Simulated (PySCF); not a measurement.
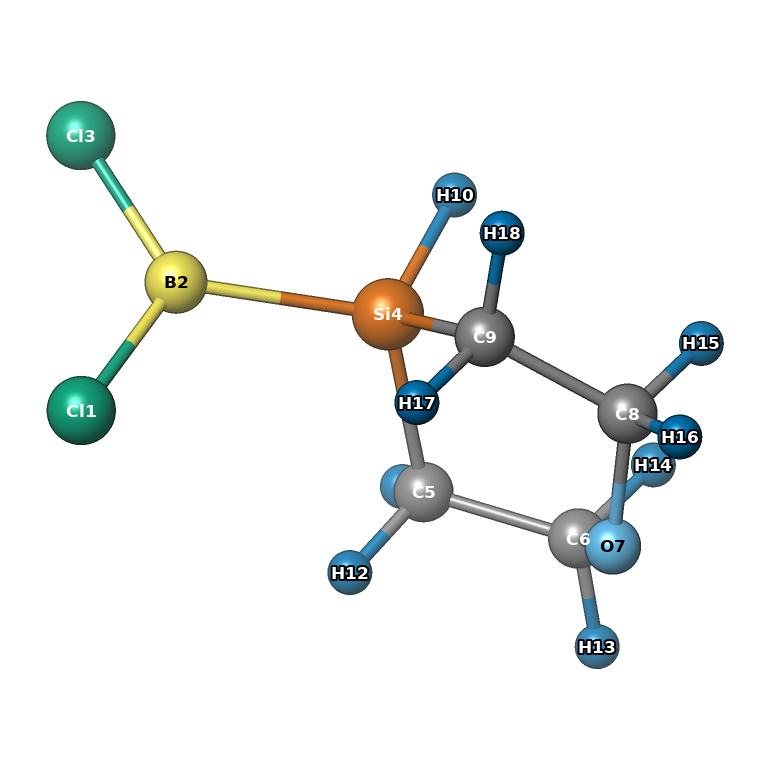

C6 lies behind O7. The molecule seen a little off the O7–C6 bond, O7 in front. Atoms fade into the background with distance from the viewer. The computed structure is the end point of a PBE0-D3(BJ)/def2-SVP optimisation. No frequency run is at hand to confirm it as a minimum.

Question: What is the torsion angle C8–O7–C6–C5? The sign is positive where the front bond must turn clockwise to cover the back bond.

Answer: −73°, synclinal (gauche).
